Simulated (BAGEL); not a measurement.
# HS− (hydrosulfide) at HF/3-21G (density fitting with qzvpp-jkfit)

What is the energy change on altering one bond length of HS− (hydrosulfide) at HF/3-21G (density fitting with qzvpp-jkfit)? 

The calculation is run with BAGEL 1.2.2.

1 further run of the same task is left out (set aside as unsound or not needed). Runs told in other sessions of the task aren't counted.

## 1. The system as given

The species is HS− (2 atoms), meant as a singlet with charge -1. As SMILES, `[SH-]`. The coordinates come from a PBE0-D4/def2-TZVPD relaxation.

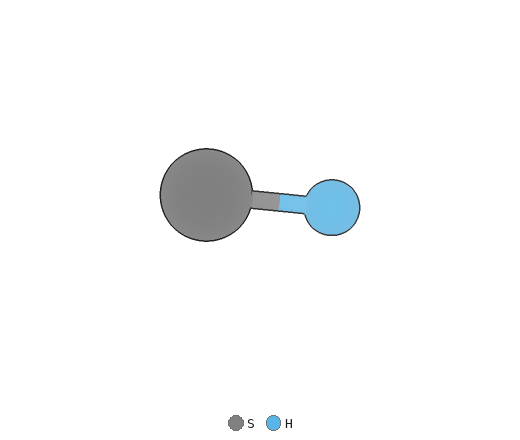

Viewed from a chosen angle; sulfur grey, hydrogen blue.

## 2. A single-point energy at HF/3-21G (density fitting with qzvpp-jkfit)

input.json reads:

```json
{ "bagel" : [

{
  "title" : "molecule",
  "basis" : "3-21g",
  "df_basis" : "qzvpp-jkfit",
  "angstrom" : true,
  "geometry" : [
    { "atom" : "S", "xyz" : [       0.574700,      -0.187900,       0.295500 ] },
    { "atom" : "H", "xyz" : [      -0.574700,       0.187900,      -0.295500 ] }
  ]
},

{
  "title" : "hf",
  "charge" : -1
},

{
  "title" : "print",
  "file" : "orbitals.molden",
  "orbitals" : true
}

]}
```

Started as:

```bash
BAGEL_NUM_THREADS=1 BAGEL input.json > input.out
```

Output:

```text
* using 1 threads per process

  ===============================================================
  ===============================================================

  *** Geometry ***

  { "atom" : "S", "xyz" : [      1.086026,     -0.355080,      0.558414 ] },
  { "atom" : "H", "xyz" : [     -1.086026,      0.355080,     -0.558414 ] },

  Number of auxiliary basis functions:      146

  Since a DF basis is specified, we compute 2- and 3-index integrals:
    o Being stored without compression. Storage requirement is 0.000 GB

  Number of basis functions:       15
  Number of electrons      :       17

    * METHOD: MOLECULE                             0.01

  *** RHF ***

  === Nuclear Repulsion ===
     6.2905225436

      * DIIS with orbital gradients will be used.

  === RHF iteration (3-21g) ===
      0       -396.09531185          0.03295715           0.00
      1       -396.14385980          0.00810447           0.00
      2       -396.14823576          0.00096376           0.00
      3       -396.14829137          0.00013110           0.00
      4       -396.14829302          0.00000942           0.00
      5       -396.14829303          0.00000143           0.00
      6       -396.14829303          0.00000011           0.00
      7       -396.14829303          0.00000001           0.00
      8       -396.14829303          0.00000000           0.00
    * SCF iteration converged.

    * Permanent dipole moment:
           (    0.338793,    -0.110769,     0.174201) a.u.

    * METHOD: HF                                   0.02

    * METHOD: PRINT                                0.00

  ===============================================================
```

It took 0.18 s on 1 thread of Intel Xeon 6975P-C (Granite Rapids), shared host.

## 3. The distorted shape, same level

input.json reads:

```json
{ "bagel": [

{
  "title": "molecule",
  "basis": "3-21g",
  "df_basis": "qzvpp-jkfit",
  "angstrom": "true",
  "geometry": [
    { "atom": "S", "xyz": [    0.919557,   -0.300652,    0.472819 ] },
    { "atom": "H", "xyz": [   -0.574700,    0.187900,   -0.295500 ] }
  ]
},
{ "title": "hf", "charge": -1 },
{ "title": "print", "file": "orbitals.molden", "orbitals": "true" }

]}
```

Started as:

```bash
BAGEL_NUM_THREADS=1 BAGEL input.json > input.out
```

Output:

```text
* using 1 threads per process

  ===============================================================
  ===============================================================

  *** Geometry ***

  { "atom" : "S", "xyz" : [      1.737711,     -0.568150,      0.893498 ] },
  { "atom" : "H", "xyz" : [     -1.086026,      0.355080,     -0.558414 ] },

  Number of auxiliary basis functions:      146

  Since a DF basis is specified, we compute 2- and 3-index integrals:
    o Being stored without compression. Storage requirement is 0.000 GB

  Number of basis functions:       15
  Number of electrons      :       17

    * METHOD: MOLECULE                             0.01

  *** RHF ***

  === Nuclear Repulsion ===
     4.8387437828

      * DIIS with orbital gradients will be used.

  === RHF iteration (3-21g) ===
      0       -396.04218904          0.04078051           0.00
      1       -396.10665190          0.01222440           0.00
      2       -396.11627245          0.00201982           0.00
      3       -396.11649576          0.00028603           0.00
      4       -396.11650174          0.00001786           0.00
      5       -396.11650177          0.00000164           0.00
      6       -396.11650177          0.00000006           0.00
      7       -396.11650177          0.00000001           0.00
      8       -396.11650177          0.00000000           0.00
    * SCF iteration converged.

    * Permanent dipole moment:
           (   -0.053071,     0.017352,    -0.027288) a.u.

    * METHOD: HF                                   0.02

    * METHOD: PRINT                                0.00

  ===============================================================
```

Wall time 0.18 s (1 thread of Intel Xeon 6975P-C (Granite Rapids), shared host).

## 4. Results

Level: HF/3-21G (density fitting with qzvpp-jkfit).

| quantity | value |
| --- | --- |
| first shape: total energy | -396.14829 Eh |
| first shape: HOMO energy | -1.74 eV |
| first shape: LUMO energy | 12.97 eV |
| first shape: HOMO–LUMO gap (to an unbound level, set by the basis) | 14.71 eV |
| distorted shape: total energy | -396.11650 Eh |
| distorted shape: HOMO energy | -2.04 eV |
| distorted shape: LUMO energy | 9.92 eV |
| distorted shape: HOMO–LUMO gap (to an unbound level, set by the basis) | 11.96 eV |
| energy change with the S1–H2 bond stretched from 1.346 to 1.750 Å | 0.865 eV |

**Reading.** With the S1–H2 bond stretched from 1.346 to 1.750 Å the energy rises by 0.87 eV (19.9 kcal/mol). The first shape isn't relaxed at this level, so the change isn't measured from a minimum.
